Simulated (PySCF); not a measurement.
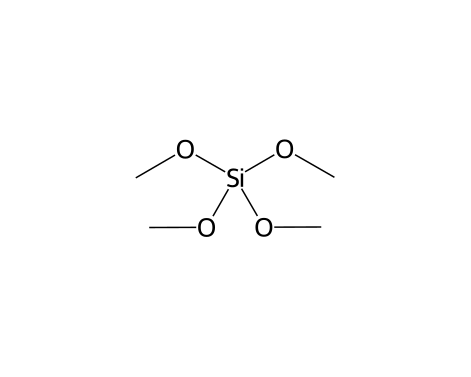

(Drawn from a calculation with PySCF.)

Skeletal drawing of a molecule.

### Transcribe the drawing into SMILES.

CO[Si](OC)(OC)OC

### Give the formula, hydrogens included.

C4H12O4Si.
